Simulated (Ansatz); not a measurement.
**Run report: BH$_{2}$Cl$_{2}$F, frequency calculation**

BH$_{2}$Cl$_{2}$F, computed with RKS B3LYP-D4/cc-pVDZ (Ansatz 0.2.0).

It belongs to a series of runs on one base structure; here: vibrations at the highest image of the band. Figures and captions count atoms from 1; the log counts them from 0 in places.

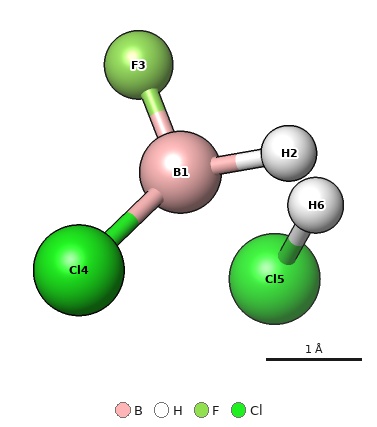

*The structure (ball-and-stick view, seen at a tilt; atoms are numbered from 1 in the order of the input).*

Input file:
```yaml
crystal:
  periodic: [false, false, false]
  atoms:
    - { symbol: B, position_ang: [-0.106865, -0.246163, 0.051129] }
    - { symbol: H, position_ang: [-0.094852, 0.2742, 1.266821] }
    - { symbol: F, position_ang: [1.043957, -0.00935, -0.58477] }
    - { symbol: Cl, position_ang: [-1.672584, 0.055106, -0.725844] }
    - { symbol: Cl, position_ang: [-0.010267, -2.218313, 0.844875] }
    - { symbol: H, position_ang: [-0.021988, -0.755278, 1.437488] }
basis:
  gaussian: { orbitals: cc-pVDZ }
hamiltonian:
  xc: b3lyp
  dispersion: d4
phonons: {}
```

Run on 1 thread of Arm Neoverse V2, 24 GiB of memory available, shared host.

Launched with:
```bash
ansatz run input.yaml --threads 1 --pin off --max-ram 2048MiB --backend cpu --events-out ev --progress --plain --runs-dir out
```

The program's output:
```
Engine: ansatz 0.2.0, aarch64-unknown-linux-gnu
Functional definition: B3LYP
  parameter a0 = 0.2
  parameter ax = 0.72
  parameter ac = 0.81
  exchange = (1 - a0 - ax)*slater_x + ax*b88_x + a0*exact_x
  correlation = (1 - ac)*vwn_rpa_c + ac*lyp_c
809 factors; integrals over basis functions are off by at most 3.9e-4 eV
mean field evaluation 1: about -28472.6418 eV, gradient 2.6e1 eV
mean field evaluation 2: about -28471.4125 eV, gradient 4.0e1 eV
mean field evaluation 4: about -28473.7111 eV, gradient 5.7e-1 eV
mean field evaluation 8: about -28473.7446 eV, gradient 3.4e-2 eV
mean field -28473.74457953 eV, -1046.3908131005 hartree, gradient 1.4e-5 eV, S^2 0.000000; 0 other end points of the search recorded, 0 dependent functions left out
the calculation of the forces begins
reference -28473.74477945 eV, -1046.3908204475 hartree; 25, 25 occupied and 49, 49 virtual orbitals, 809 factors
these checks for a lower state are left out or cut short: stability, starts, cluster_reference, orbital_swaps, neighbouring_geometries, increment
809 factors; integrals over basis functions are off by at most 3.9e-4 eV
mean field evaluation 16: about -28473.7112 eV, gradient 2.8e-1 eV
mean field -28473.74444097 eV, -1046.3908080084 hartree, gradient 2.0e-6 eV, S^2 0.000000; 0 other end points of the search recorded, 0 dependent functions left out
[... from here on the field's lines of each further geometry are left out, up to the last ...]
the calculation of the forces begins
reference -28473.74473971 eV, -1046.3908189871 hartree; 25, 25 occupied and 49, 49 virtual orbitals, 809 factors
these checks for a lower state are left out or cut short: stability, starts, cluster_reference, orbital_swaps, neighbouring_geometries, increment
809 factors; integrals over basis functions are off by at most 3.9e-4 eV
mean field -28473.74456505 eV, -1046.3908125685 hartree, gradient 9.7e-7 eV, S^2 0.000000; 0 other end points of the search recorded, 0 dependent functions left out
the calculation of the forces begins
reference -28473.74476497 eV, -1046.3908199152 hartree; 25, 25 occupied and 49, 49 virtual orbitals, 809 factors
WARN: phonons: modes at or below zero, which the zero-point energy, F, S and C_V leave out: 1, the lowest at -942.73 cm⁻¹. A minimum has none, and a first-order saddle one
Total energy: -28473.95355117 eV, -1046.3984926667 hartree
Atom 0 at    -0.106865    -0.246163     0.051129 Å, force    -0.000402     0.000339     0.000382 eV/Å
Atom 1 at    -0.094852     0.274200     1.266821 Å, force    -0.000142    -0.000222    -0.000093 eV/Å
Atom 2 at     1.043957    -0.009350    -0.584770 Å, force     0.000175    -0.000190    -0.000116 eV/Å
Atom 3 at    -1.672584     0.055106    -0.725844 Å, force     0.000131     0.000032    -0.000017 eV/Å
Atom 4 at    -0.010267    -2.218313     0.844875 Å, force     0.000107    -0.000193     0.000002 eV/Å
Atom 5 at    -0.021988    -0.755278     1.437488 Å, force     0.000130     0.000233    -0.000158 eV/Å
Dipole moment:     0.002247     0.149983     0.350407 e Å
Vibrations: -942.73 193.15 273.73 385.22 681.45 715.54 811.60 1047.26 1267.05 1336.91 1647.81 2148.34 cm⁻¹, zero-point energy 0.651417 eV
```

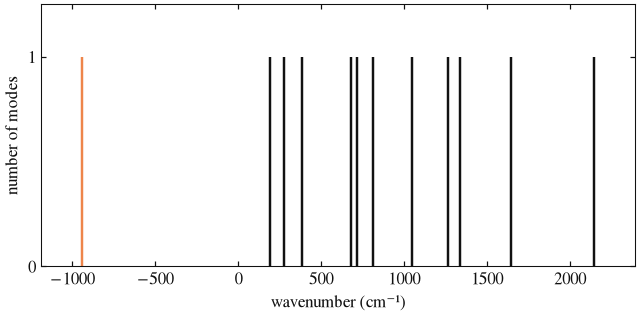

*Harmonic vibrational wavenumbers from the force constants; neighbouring modes closer than 14 cm⁻¹ are counted in one stick, and imaginary ones are drawn at negative wavenumbers.*

12 modes from 943i to 2148 cm⁻¹, 1 imaginary beyond 8i (943i cm⁻¹): a first-order saddle point, if the geometry is stationary.

Key numbers:

| quantity | value |
| --- | --- |
| outcome | converged |
| total energy | −28473.9536 eV |
| mean-field energy | −28473.7448 eV |
| largest force (length of the vector) | 0.001 eV/Å |
| wall time | 66 s |
| peak memory | 0.14 GiB |
